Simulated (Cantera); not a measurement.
Feed: 1 mol Si, 0.73 mol NF3, a varied amount of H2, equilibrated at 850 K and 133 Pa.

These are equilibrium values from Cantera (NASA tables, ideal gas, pure condensed phases), not measurements of a reactor. Candidate condensed phases: Si, Si3N4; 37 gas species. Rates play no part.

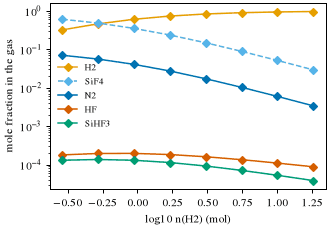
Figure: Equilibrium gas composition (values under 1e-9 drawn at 1e-9)

From 0.29 mol H2 to 18 mol H2 the condensed part is Si3N4(s). The main Si-bearing gas is SiF4 throughout.
